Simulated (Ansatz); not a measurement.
Consider C5H6O (SMILES CC1=CC(=O)C1).

```xyz
12

C    -2.2490    1.0368    0.1472
C    -1.0686    0.2101    0.4744
C    -0.0201   -0.2831   -0.2432
C     0.5571   -0.9346    0.9599
C    -0.6342   -0.3830    1.8107
O     1.5215   -1.6054    1.2164
H    -2.2491    1.9598    0.7531
H    -2.2856    1.3101   -0.9169
H    -3.1775    0.5007    0.4110
H     0.2697   -0.2166   -1.2961
H    -1.2993   -1.1514    2.2438
H    -0.3563    0.3389    2.5995
```

Geometry: r2SCAN-D4/def2-SVP.

These are results of Ansatz 0.2.0, isolated molecule in a Gaussian basis; Kohn-Sham density functional theory, functional PBE0, not measurements.

What will maps of the electron density and electron localisation function show?

C–O (1.20 Å): ρ at the midpoint is about 3.4 e/Å³; the ELF peaks at about 0.85 between the atoms: a multiple bond.
C–C (1.36 Å): the density is about 2.2 e/Å³ at the midpoint; the ELF peaks at about 0.90 between the atoms, as expected for localised, covalent bonding.
C–H (1.09 Å): ρ is about 2 e/Å³ halfway; the ELF climbs to about 1 towards the hydrogen, as it does in any bond to H: an ordinary covalent bond to hydrogen.
C–C (1.48 Å): ρ is about 1.8 e/Å³ halfway; the ELF peaks at about 0.95 between the atoms (a shared electron pair).

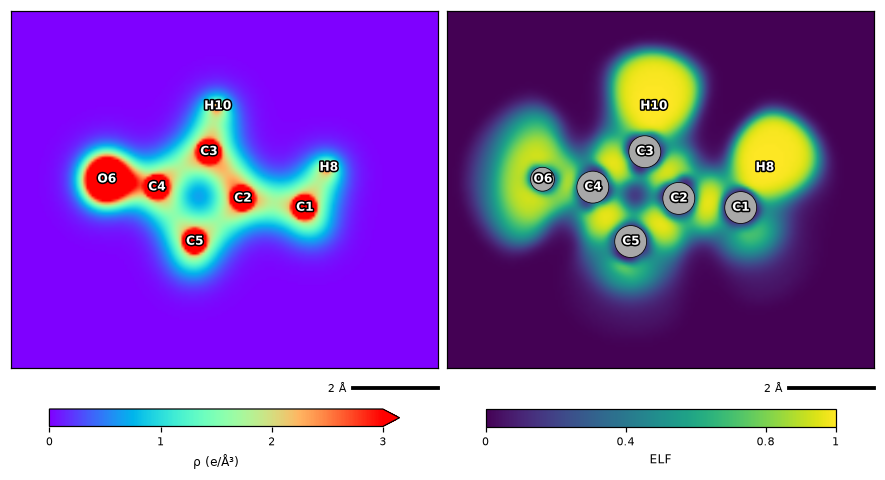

Computed electron density and electron localisation function on the plane of atoms C2, C3 and H10, in this order. Grey discs cover the atomic cores in the ELF map. 
